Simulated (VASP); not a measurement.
Band structure of CaF$_{2}$ (space group I4_1/amd). Calculation: PBE GGA, VASP's PBE PAW potentials (set 64) (plane waves; VASP).

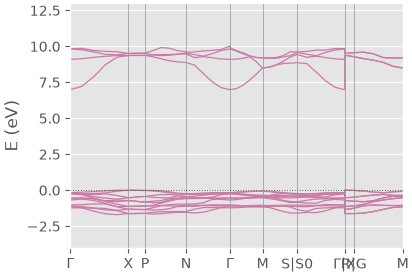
*Bands along high-symmetry lines, zero at the valence-band maximum or, without a gap, the Fermi level*

**Question.** Read the plot: is there a gap, and where are the band edges?

**Answer.** The gap is indirect, 6.99 eV, from the valence maximum at (-0.40, 0.40, 0.00) to the conduction minimum at Γ.

The structure was generated: CaF2 was put into an ordered model structure, which need not be its known phase. The cell was not relaxed at this level.
